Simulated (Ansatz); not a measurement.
Amorphous Ti₂₀O₃₉Cl₂

A CHGNet melt-quench gave the starting glass, which DFT then relaxed. Anions were pushed apart under 1.9 Å during the dynamics, to hinder bonds among them. The hot cell started wider than the set density and was brought back towards it in steps. It is the lowest in DFT energy of 2 quenches. It is a model cell: composition and starting density were chosen by hand, and all elements were melted together. No dispersion term was used.

Methods: PBE, scalar-relativistic without spin-orbit coupling (Ansatz, a program for electronic structure); r2SCAN, scalar-relativistic without spin-orbit coupling (Ansatz); HSE06, scalar-relativistic without spin-orbit coupling (Ansatz). Geometry, pressure, stress and energy are those of the PBE run. Its sampling: a 2×2×2 Γ-centred mesh; Fermi-Dirac width 0.02 eV; no spin polarisation. Other functionals are single points at the zone centre (r2SCAN at 500 eV; exact exchange cut at the cell's faces), free to take moments where seeds were set. At PBE the levels at the filled edge of the gap are localised (band-tail or defect states).

| Quantity | Result |
|---|---|
| Number of atoms in the cell | 61 |
| Density (volume relaxed, without dispersion) | 3.50 g/cm³ |
| Volume per atom | 12.84 Å^3 |
| Pressure on a 2×2×2 Γ-centred mesh | 0.07 GPa |
| Largest force and stress component on that mesh (the relaxation ran on the zone centre alone) | 0.10 eV/Å and 0.1 GPa |
| Energy relative to anatase TiO2 + TiCl4 gas (lowest mix at this level among the phases computed, not always the ambient ones) | 0.121 eV/atom |
| Level gap on a 2×2×2 Γ-centred mesh (PBE) | 2.50 eV |
| Level gap at the zone centre (PBE) | 2.53 eV |
| Level gap at the zone centre (r2SCAN) | 2.86 eV |
| Level gap at the zone centre (HSE06) | 3.97 eV |

Bonds are counted up to Ti-Ti 3.12 Å, Ti-O 2.54 Å, Ti-Cl 2.88 Å, O-O 1.58 Å, O-Cl 2.02 Å, Cl-Cl 2.45 Å. Two cations that share two anions don't count as bonded, nor two that share one unless they lie closer than Ti-Ti 3.04 Å.

| Item | Result |
|---|---|
| Mean coordination of Ti by anions | 5.45 (1 with 4, 10 with 5, 8 with 6, 1 with 7); 2 close contacts or bonds to cations besides |
| Mean coordination of O | 2.67 (17 with 2, 18 with 3, 4 with 4) |
| Mean coordination of Cl | 2.50 (1 with 2, 1 with 3) |
| Mean Ti-O bond | 1.965 Å (spread 0.155 Å, 104 counted) |
| Mean Ti-Cl bond | 2.556 Å (spread 0.137 Å, 5 counted) |

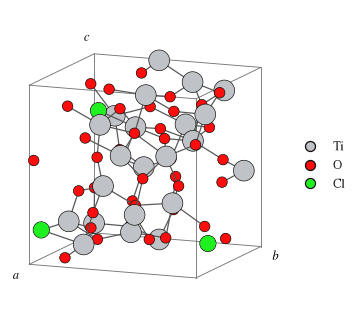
Figure. The relaxed cell

Its density started from a set value of 3.54 g/cm³. The simulated quench (nominally 300 K/ps over its main leg) is rapid and tends to freeze in more defects than a deposited or slowly cooled glass has. Values belong to this one cell and scatter from quench to quench. Volume and shape were free in the relaxation.
